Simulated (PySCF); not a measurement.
# CH5SSi: the cost of one run

Programs: PySCF 2.14.0, with routines of our own; each step states its level. All values are computed. Atoms count from 0.

### 1 The system as given

8 atoms, charge 0, multiplicity 2; geometry from: GFN2-xTB.

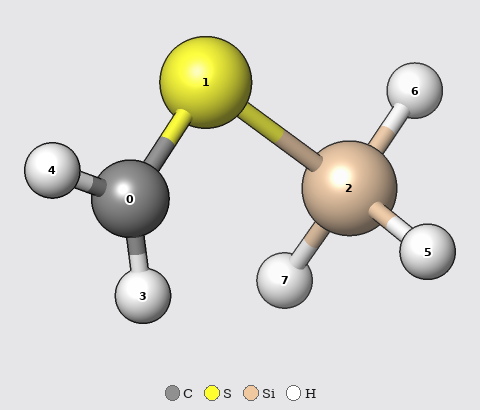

The starting geometry (carbon grey, sulfur yellow, silicon light orange, hydrogen white).

### 2 Open-shell or spin-flip excitations: unrestricted TDA wB97X-D/def2-SVPD

What the job is given:

```
{"job": {"kind": "uabs", "xc": "wB97X-D", "basis": "def2-SVPD", "nstates": 10, "tda": true}, "charge": 0, "multiplicity": 2}
C      1.678092    -0.022438     0.513920
S      0.479868    -1.206127     0.262269
Si    -1.323859    -0.017375     0.326006
H      1.450254     1.016287     0.391425
H      2.692776    -0.360841     0.518530
H     -1.385721     0.635365     1.628632
H     -2.359856    -1.009863     0.109016
H     -1.222497     0.974405    -0.739528
```

Level: unrestricted TDA wB97X-D/def2-SVPD, vertical, gas phase, core orbitals frozen in the response.

Started as:

```bash
OMP_NUM_THREADS=1 python excited_run.py task.json out
```

The driver reads the jobs from task.json and runs them one after another.

Q: Estimate the wall time and peak memory of this first job on 1 thread of Arm Neoverse V1, shared host.

About 14 s, with a peak of 0.47 GiB.
